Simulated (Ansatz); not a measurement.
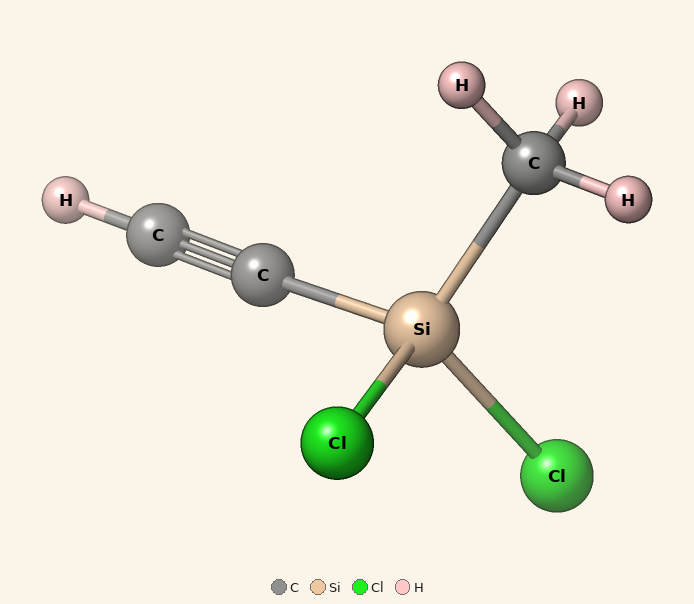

Distant atoms are faded towards the background colour. Computed geometry: PBE0-D4/def2-TZVP optimisation.

Q: List the symmetry elements and name the point group.

A: It has 1 mirror plane, so the point group is Cs. The group has 2 operations. The geometry is achiral, and symmetry allows a dipole moment.
